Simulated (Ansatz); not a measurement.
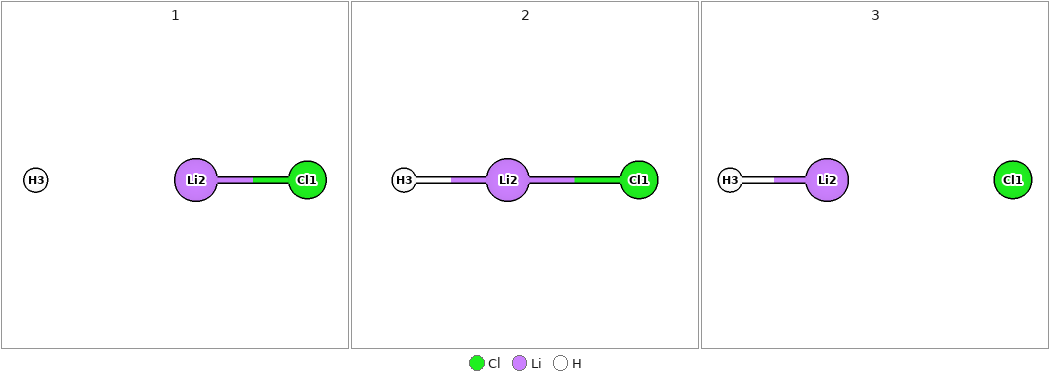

The system Cl⁻ + LiH. 
- First axis: distance Cl1–Li2. Second axis: distance Li2–H3.
- Nothing is relaxed (the angle Cl1–Li2–H3 is fixed at 180 degrees).
- The scan uses a 17 × 17 grid.
- Points are written as (first, second).
- Energies: kJ/mol, counted from Cl with charge -1 far from the relaxed LiH (each part in its own basis).
- The reference is spin-restricted, so regions where a bond is pulled apart into radicals lie too high.
- Computed with RHF/aug-cc-pVTZ (Ansatz 0.2.0).

The numbered pictures are structures from this grid.

> Which is the most stable, and how do the others follow?

2, at (2.170 Å, 1.713 Å): −205 kJ/mol; 3, at (3.069 Å, 1.602 Å): −144 kJ/mol; 1, at (1.840 Å, 2.648 Å): −99 kJ/mol.

The map, with the structures marked:

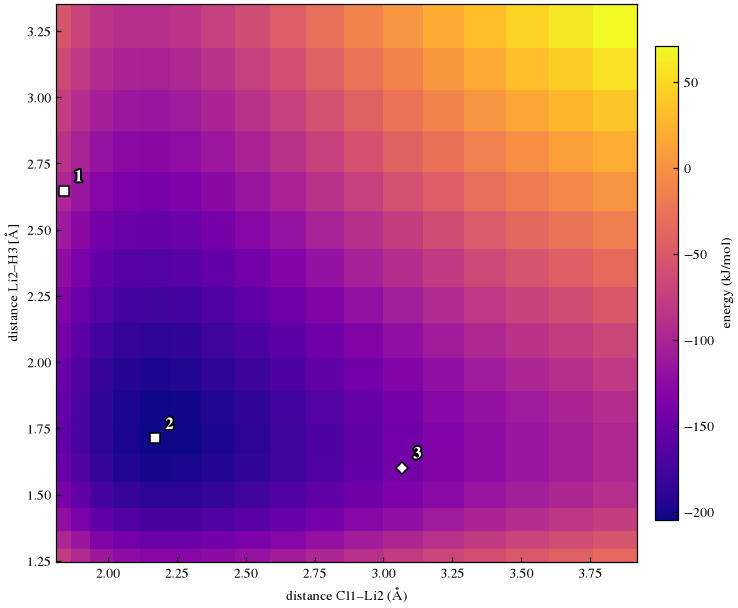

In the figure: one coloured cell a grid point.
